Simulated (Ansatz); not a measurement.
# OF (Oxygen monofluoride): USVWN5/STO-3G

What is the vertical doublet–quartet gap of OF (Oxygen monofluoride) at USVWN5/STO-3G? 

The calculation is run with Ansatz 0.2.0.

43 further runs of the same task are left out: 6 that didn't finish, 37 set aside as unsound or not needed.

## (1) Starting point

OF has 2 atoms, charge 0, and is taken as a doublet. As SMILES, `[O]F`. The coordinates come from a GFN2-xTB relaxation.

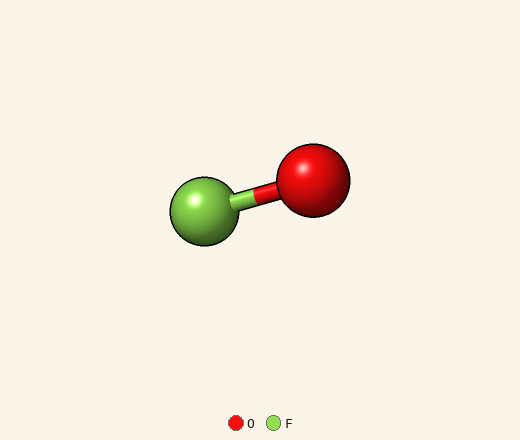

The structure, seen from a chosen angle (oxygen red, fluorine green).

## (2) The energy at USVWN5/STO-3G

in.yaml reads:

```yaml
crystal:
  periodic: [false, false, false]
  atoms:
    - {symbol: O, position_ang: [0.000000, 0.000000, 0.000000]}
    - {symbol: F, position_ang: [0.000000, 0.000000, 1.298450]}
basis:
  gaussian: {orbitals: STO-3G}
magnetization: {spin_polarized: true, initial_magnetization: 1}
hamiltonian: {xc: {name: SVWN5}}
accuracy: high
```

Launch:

```sh
$ ansatz run in.yaml --threads 1 --pin off --max-ram 2610MiB --events-out events.jsonl --progress --plain --runs-dir runs
```

Output:

```text
Warning: RAYON_NUM_THREADS=1 ignored (pool sized by the plan → 1); use --threads N
Functional definition: SVWN5
  name "SVWN5"
  exchange = slater_x
  correlation = vwn5_c
149 factors; integrals over basis functions are off by at most 4.4e-8 eV
mean field evaluation 1: about -4657.7127 eV, gradient 1.9e1 eV
mean field evaluation 2: about -4653.2381 eV, gradient 2.9e1 eV
mean field evaluation 4: about -4659.7996 eV, gradient 1.4e-1 eV
mean field evaluation 8: about -4659.7665 eV, gradient 1.5e-1 eV
mean field evaluation 16: about -4659.7666 eV, gradient 6.2e-2 eV
mean field evaluation 32: about -4659.7729 eV, gradient 5.7e-2 eV
mean field -4659.76660789 eV, -171.2432643368 hartree, gradient 2.0e-8 eV, S^2 0.750313; 1 other end points of the search recorded, 0 dependent functions left out
reference -4659.76660836 eV, -171.2432643539 hartree; 9, 8 occupied and 1, 2 virtual orbitals, 149 factors
Total energy: -4659.76660836 eV, -171.2432643539 hartree
```

It took 0.64 s on 1 thread of Arm Neoverse V1, shared host.

## (3) The quartet

run.yaml reads:

```yaml
crystal:
  periodic: [false, false, false]
  atoms:
    - {symbol: O, position_ang: [0.000000, 0.000000, 0.000000]}
    - {symbol: F, position_ang: [0.000000, 0.000000, 1.298450]}
basis:
  gaussian:
    orbitals: STO-3G
accuracy: high
magnetization:
  spin_polarized: true
  initial_magnetization: 3
hamiltonian:
  xc: {name: SVWN5}
```

Launch:

```sh
$ ansatz run run.yaml --threads 1 --pin off --max-ram 2610MiB --events-out events.jsonl --progress --plain --runs-dir runs
```

Output:

```text
Warning: RAYON_NUM_THREADS=1 ignored (pool sized by the plan → 1); use --threads N
[... 4 set-up lines as earlier in the session ...]
149 factors; integrals over basis functions are off by at most 4.4e-8 eV
mean field evaluation 1: about -4651.8509 eV, gradient 1.9e1 eV
mean field evaluation 2: about -4646.1819 eV, gradient 2.5e1 eV
mean field evaluation 4: about -4653.8779 eV, gradient 7.5e0 eV
mean field evaluation 8: about -4654.2335 eV, gradient 3.2e-2 eV
mean field evaluation 16: about -4654.2335 eV, gradient 1.4e-9 eV
mean field -4654.23346446 eV, -171.0399250660 hartree, gradient 1.4e-9 eV, S^2 3.750000; 0 other end points of the search recorded, 0 dependent functions left out
reference -4654.23346492 eV, -171.0399250831 hartree; 10, 7 occupied and 0, 3 virtual orbitals, 149 factors
Total energy: -4654.23346492 eV, -171.0399250831 hartree
```

Run time: 0.36 s. Hardware: 1 thread of Arm Neoverse V1, shared host.

## (4) What came out

At USVWN5/STO-3G:

| quantity | value |
| --- | --- |
| doublet: total energy | -171.24326 Eh |
| doublet: ⟨S²⟩ | 0.750 |
| quartet: total energy | -171.03993 Eh |
| quartet: ⟨S²⟩ | 3.750 |
| vertical energy of the quartet above the doublet | 5.533 eV |

**Reading.** At this shape the quartet lies 5.53 eV (534 kJ/mol) above the doublet. In a minimal basis such a difference can be off by several eV, whatever the method.
